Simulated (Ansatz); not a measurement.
CH2FInSe

The calculation's input:

```
crystal:
  periodic: [false, false, false]
  atoms:
    - { symbol: F, position_ang: [1.5551, -0.4995, 0.8592] }
    - { symbol: C, position_ang: [0.3123, -0.5507, 0.2011] }
    - { symbol: Se, position_ang: [-0.4056, -2.2627, 0.0297] }
    - { symbol: In, position_ang: [-0.2646, 1.1553, -0.3821] }
    - { symbol: H, position_ang: [-0.1503, 0.6881, -1.5438] }
    - { symbol: H, position_ang: [-1.0047, 1.4055, 0.7897] }
basis:
  gaussian: { orbitals: def2-SVP }
hamiltonian:
  xc: r2scanh
  dispersion: d4
relax:
  f_tol: 0.015
  max_steps: 40
output:
  orbitals: {}
```

Run with:

```sh
ansatz run input.yaml --threads 2 --pin off --max-ram 3072MiB --backend cpu --events-out ev --progress --plain --runs-dir out
```

The fields are those of the run's last geometry, not of the input's.

Core potentials replace the inner electrons of In.

Theory: Ansatz, RKS r2SCANh-D4/def2-SVP.

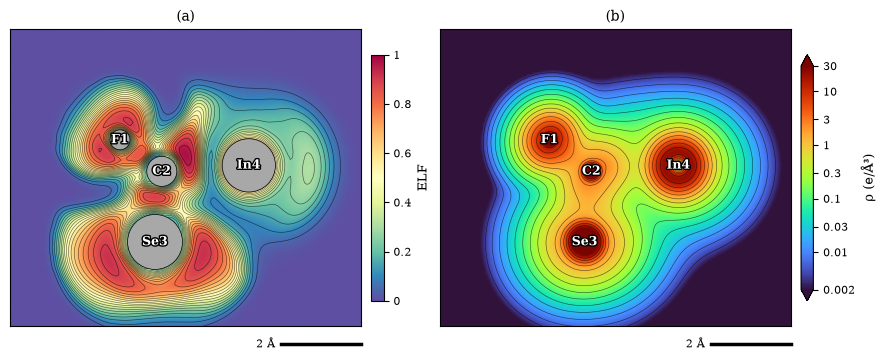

Figure 1. (a) ELF; (b) electron density on the plane of atoms F1, C2 and Se3. Grey discs cover the atomic cores in the ELF map.

Question: Interpret the plot.

Answer: Atoms in the plane: F, C, Se and In.
C–F (1.31 Å): ρ is about 2.5 e/Å³ halfway; the ELF peaks at about 0.85 between the atoms, as expected for a polar covalent bond.
C–Se (1.78 Å): ρ at the midpoint is about 1.3 e/Å³; the ELF peaks at about 0.90 between the atoms; a covalent bond.
C–In (2.19 Å): ρ is about 0.57 e/Å³ halfway; the ELF peaks at about 0.95 in the valence shell of C, 0.7 Å from its nucleus, and drops to about 0.15 between the two atoms.
In–Se (3.04 Å): ρ is about 0.22 e/Å³ halfway; the ELF peaks at about 0.55 in the valence shell of Se, 1.0 Å from its nucleus, and drops to about 0.10 between the two atoms.
The ELF also peaks beside Se3 and F1, away from the bonds: lone-pair regions.

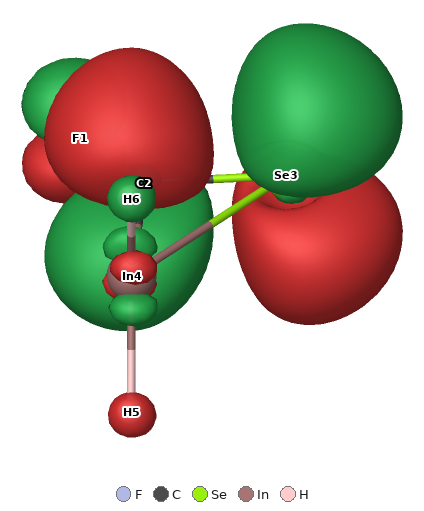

Figure 2. The LUMO at ±0.08 Å⁻³ᐟ² (green and red are the two phases), seen at an oblique angle.

Question: Describe this orbital and give its energy.

Answer: It lies mainly on C2 (about 45 %), Se3 (about 40 %) and F1 (about 10 %); π-antibonding (π*) across C2–Se3. Its energy is −2.87 eV.
